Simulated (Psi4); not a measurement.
## ZrO2: single-point calculation

System: ZrO2, SMILES [O]=[Zr]=[O].
Method: B3LYP/def2-TZVP, RKS, core potentials def2 (Psi4 1.11).

The geometry comes from this level: PBE0-D4/def2-TZVP.

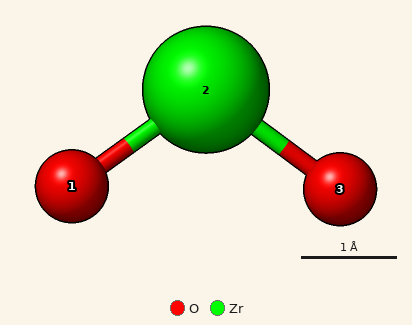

**Figure 1.** The structure as given in the input (ball-and-stick view, seen on its broad side; atoms are numbered from 1 in the order of the input). Sticks mark near contacts. Bond lengths as drawn: O–Zr 1.76 Å.

### Input (job.json)
```
{
 "schema_name": "qcschema_input",
 "schema_version": 1,
 "molecule": {
  "schema_name": "qcschema_molecule",
  "schema_version": 2,
  "symbols": ["O", "Zr", "O"],
  "geometry": [1.23682575, 2.36688197, 0.73396963, 0.65856955, -0.91028107, 0.66480565, -1.8953953, -1.4566009, -1.3985863],
  "molecular_charge": 0,
  "molecular_multiplicity": 1,
  "fix_symmetry": "c1"
 },
 "driver": "energy",
 "model": {
  "method": "b3lyp",
  "basis": "def2-TZVP"
 },
 "keywords": {
  "puream": true,
  "e_convergence": 1e-09,
  "d_convergence": 1e-08,
  "scf_type": "pk",
  "dft_radial_points": 99,
  "dft_spherical_points": 590
 }
}
```

Run as:
```bash
psi4 --qcschema job.json -n 1 --memory 1600MB
```

### Log
```
Psi4 1.11 release

   => Loading Basis Set <=

    Name: DEF2-TZVP
    Role: ORBITAL
    Keyword: BASIS

    !!!  WARNING: ECP capability is in beta. Please check occupations closely.  !!!

         ---------------------------------------------------------
                                   SCF
                              RKS Reference
                        1 Threads,   1525 MiB Core
         ---------------------------------------------------------

  ==> Geometry <==

    Molecular point group: c1
    Full point group: Cs

    Geometry (in Bohr), charge = 0, multiplicity = 1:

       Center              X                  Y                   Z               Mass
    ------------   -----------------  -----------------  -----------------  -----------------
         O            0.854929277001     2.932491221473     0.000000000000    15.994914619570
         ZR           0.366719005010    -0.360017276623    -0.000000000000    89.904697700000
         O           -2.916194502256    -0.908895272925     0.000000000000    15.994914619570

  Running in c1 symmetry.

  Rotational constants: A =      0.66539  B =      0.25976  C =      0.18683 [cm^-1]
  Rotational constants: A =  19948.01309  B =   7787.53872  C =   5600.96750 [MHz]
  Nuclear repulsion =   69.572827836937932

  Charge       = 0
  Multiplicity = 1
  Electrons    = 28
  Nalpha       = 14
  Nbeta        = 14

  ==> Algorithm <==

  SCF Algorithm Type is PK.
  DIIS enabled.
  MOM disabled.
  Fractional occupation disabled.
  Guess Type is SAD.
  Energy threshold   = 1.00e-09
  Density threshold  = 1.00e-08
  Integral threshold = 1.00e-12

  ==> Primary Basis <==

  Basis Set: DEF2-TZVP
    Blend: DEF2-TZVP
    Number of shells: 36
    Number of basis functions: 102
    Number of Cartesian functions: 118
    Spherical Harmonics?: true
    Max angular momentum: 3

  Core potential: DEF2-TZVP
    Number of shells: 4
    Number of ECP primitives: 14
    Number of ECP core electrons: 28
    Max angular momentum: 3

  ==> DFT Potential <==

   => LibXC <=

    Version 7.1.2

   => Composite Functional: B3LYP <=

    B3LYP Hyb-GGA Exchange-Correlation Functional

    Deriv               =              1
    GGA                 =           TRUE
    Meta                =          FALSE

    Exchange Hybrid     =           TRUE
    MP2 Hybrid          =          FALSE

   => Exchange Functionals <=

    0.0800   Slater exchange
    0.7200         Becke 88

   => Exact (HF) Exchange <=

    0.2000               HF

   => Correlation Functionals <=

    0.1900   Vosko, Wilk & Nusair (VWN5_RPA)
    0.8100   Lee, Yang & Parr

   => LibXC Density Thresholds  <==

    XC_HYB_GGA_XC_B3LYP:  1.00E-15

   => Molecular Quadrature <=

    Radial Scheme          =       TREUTLER
    Pruning Scheme         =           NONE
    Nuclear Scheme         =       TREUTLER

    Blocking Scheme        =         OCTREE
    BS radius alpha        =              1
    Pruning alpha          =              1
    Radial Points          =             99
    Spherical Points       =            590
    Total Points           =         169841
    Total Blocks           =           1359
    Max Points             =            256
    Max Functions          =            100
    Weights Tolerance      =       1.00E-15

  ==> Integral Setup <==

  Using in-core PK algorithm.
   Calculation information:
      Number of atoms:                   3
      Number of AO shells:              36
      Number of primitives:             60
      Number of atomic orbitals:       118
      Number of basis functions:       102

      Integral cutoff                 1.00e-12
      Number of threads:                 1

  Performing in-core PK
  Using 27599262 doubles for integral storage.
  We computed 203078 shell quartets total.
  Whereas there are 222111 unique shell quartets.

  ==> DiskJK: Disk-Based J/K Matrices <==

    J tasked:                  Yes
    K tasked:                  Yes
    wK tasked:                  No
    Memory [MiB]:              825
    Schwarz Cutoff:          1E-12

  Cached 50.0% of DFT collocation blocks in 0.189 [GiB].

  Minimum eigenvalue in the overlap matrix is 3.7859792064E-03.
  Reciprocal condition number of the overlap matrix is 8.1788960301E-04.
    Using symmetric orthogonalization.

  ==> Pre-Iterations <==

  SCF Guess: Superposition of Atomic Densities via on-the-fly atomic UHF (no occupation information).

   -------------------------
    Irrep   Nso     Nmo
   -------------------------
     A        102     102
   -------------------------
    Total     102     102
   -------------------------

  ==> Iterations <==

                        Total Energy        Delta E     RMS |[F,P]|

   @RKS iter SAD:  -196.90451133935181   -1.96905e+02   0.00000e+00
   @RKS iter   1:  -196.74357653888745    1.60935e-01   1.45975e-02 ADIIS/DIIS
   @RKS iter   2:  -182.42473705053814    1.43188e+01   4.49026e-02 ADIIS/DIIS
   @RKS iter   3:  -197.46845660969754   -1.50437e+01   6.84830e-03 ADIIS/DIIS
   @RKS iter   4:  -197.60235485340382   -1.33898e-01   2.29964e-03 ADIIS/DIIS
   @RKS iter   5:  -197.61998912843802   -1.76343e-02   1.40123e-03 ADIIS/DIIS
   @RKS iter   6:  -197.62342213830337   -3.43301e-03   1.08364e-03 ADIIS/DIIS
   @RKS iter   7:  -197.62802983069702   -4.60769e-03   2.25292e-04 ADIIS/DIIS
   @RKS iter   8:  -197.62821753045688   -1.87700e-04   5.41163e-05 DIIS
   @RKS iter   9:  -197.62823106280297   -1.35323e-05   3.16051e-06 DIIS
   @RKS iter  10:  -197.62823110060046   -3.77975e-08   2.45567e-06 DIIS
   @RKS iter  11:  -197.62823112691706   -2.63166e-08   2.90546e-07 DIIS
   @RKS iter  12:  -197.62823112736564   -4.48580e-10   5.01290e-08 DIIS
   @RKS iter  13:  -197.62823112737729   -1.16529e-11   6.00509e-09 DIIS
  Energy and wave function converged.

  ==> Post-Iterations <==

   Electrons on quadrature grid:
      Ntotal   =   27.9999973276 ; deviation = -2.672e-06

    Orbital Energies [Eh]
    ---------------------

    Doubly Occupied:

       1A    -19.065511     2A    -19.065508     3A     -2.105240
       4A     -1.270874     5A     -1.261324     6A     -1.247533
       7A     -0.821660     8A     -0.806721     9A     -0.321356
      10A     -0.309358    11A     -0.302741    12A     -0.286454
      13A     -0.270710    14A     -0.240829

    Virtual:

      15A     -0.120843    16A     -0.068008    17A     -0.060684
      18A     -0.004527    19A      0.016972    20A      0.024696
      21A      0.047675    22A      0.051628    23A      0.067612
      24A      0.117434    25A      0.137488    26A      0.149781
      27A      0.151599    28A      0.158493    29A      0.178613
      30A      0.189064    31A      0.245912    32A      0.273798
      33A      0.528933    34A      0.549072    35A      0.584245
      36A      0.585809    37A      0.593602    38A      0.645516
      39A      0.786655    40A      0.788824    41A      0.806129
      42A      0.808173    43A      0.813585    44A      0.818935
      45A      0.829054    46A      0.852269    47A      0.911086
      48A      0.928894    49A      0.940196    50A      0.945458
      51A      0.954013    52A      0.969794    53A      1.008463
      54A      1.059580    55A      1.522425    56A      1.533941
      57A      1.562351    58A      1.598422    59A      1.633154
      60A      1.652153    61A      1.940187    62A      1.964765
      63A      2.001235    64A      2.011789    65A      2.187206
      66A      2.211836    67A      2.707432    68A      2.718010
      69A      2.730509    70A      2.781600    71A      2.991028
      72A      3.022889    73A      3.414301    74A      3.477710
      75A      5.158990    76A      5.166267    77A      5.175437
      78A      5.179603    79A      5.180798    80A      5.182719
      81A      5.183696    82A      5.206097    83A      5.215268
      84A      5.230198    85A      5.237070    86A      5.243408
      87A      5.307036    88A      5.311160    89A      6.263484
      90A      6.285479    91A      6.293989    92A      6.309499
      93A      6.503976    94A      6.522707    95A      6.524233
      96A      6.589164    97A      6.731183    98A      6.783321
      99A     20.294000   100A     43.396228   101A     43.415744
     102A     71.491217

    Final Occupation by Irrep:
              A
    DOCC [    14 ]
    NA   [    14 ]
    NB   [    14 ]

  @RKS Final Energy:  -197.62823112737729

   => Energetics <=

    Nuclear Repulsion Energy =             69.5728278369379325
    One-Electron Energy =                -426.1812883748067406
    Two-Electron Energy =                 177.8006655087685886
    DFT Exchange-Correlation Energy =     -18.8204360982770353
    Empirical Dispersion Energy =           0.0000000000000000
    VV10 Nonlocal Energy =                  0.0000000000000000
    Total Energy =                       -197.6282311273772905

Computation Completed

Properties will be evaluated at   0.000000,   0.000000,   0.000000 [a0]

Properties computed using the SCF density matrix

 Multipole Moments:

 ------------------------------------------------------------------------------------
     Multipole            Electronic (a.u.)      Nuclear  (a.u.)        Total (a.u.)
 ------------------------------------------------------------------------------------

 L = 1.  Multiply by 2.5417464519 to convert [e a0] to [Debye]
 Dipole X            :         14.2873876          -12.0894937            2.1978938
 Dipole Y            :        -14.0263183           11.8685603           -2.1577580
 Dipole Z            :         -0.0000000            0.0000000           -0.0000000
 Magnitude           :                                                    3.0800417

 ------------------------------------------------------------------------------------

	total time  =         11 seconds =       0.18 minutes

    Psi4 run time: 0:00:11.61
```

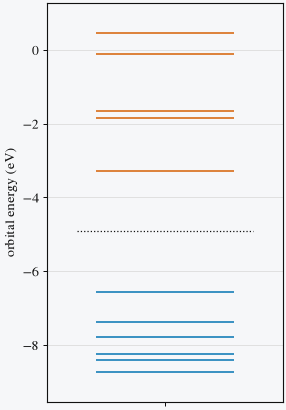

**Figure 2.** Orbital energies near the frontier; the dotted line parts filled from empty levels, and levels within 0.02 eV of each other stand side by side. Highest filled −6.55 eV, lowest empty −3.29 eV, 3.26 eV apart.

### Key numbers

```csv
quantity,value
outcome,converged
total energy,−197.628231 hartree
basis functions,102
HOMO,−6.55 eV
LUMO,−3.29 eV
dipole moment,7.83 D
hardware,"1 thread of Intel Xeon @ 2.90GHz (Ice Lake), 64 GiB of memory available, shared host"
wall time,13 s
peak memory,0.62 GiB
```
